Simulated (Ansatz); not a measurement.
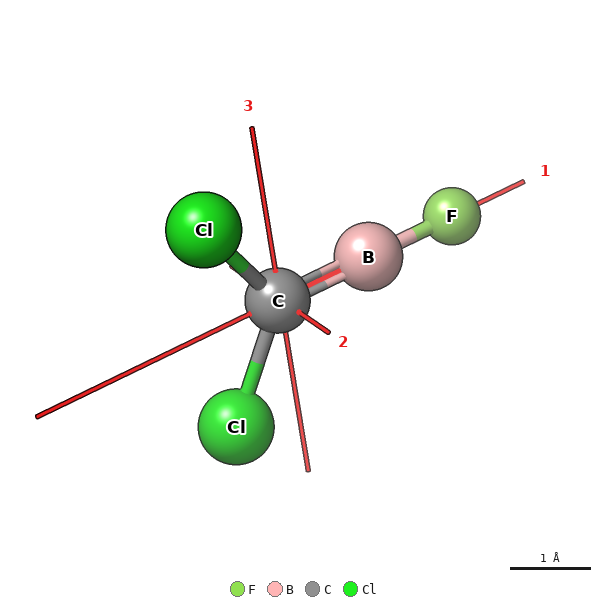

The three principal axes of inertia are drawn and numbered. Depth is shown by fading: the farther an atom, the more it takes the colour of the background. Computed geometry: PBE0-D4/def2-TZVP optimisation. No frequency run is at hand to confirm it as a minimum. Masses are those of the most abundant isotopes; constants are for the rigid equilibrium geometry.

### Which line is the a axis (least moment of inertia), which b and which c?

a is line 1, b is line 3, c is line 2; the moments are 153, 210, 364 u Å².

### Classify the rotor and give the rotational constants (GHz).

An asymmetric top (C2v): A = 3.30, B = 2.40, C = 1.39 GHz. Ray's parameter κ is 0.06, midway between the limits.
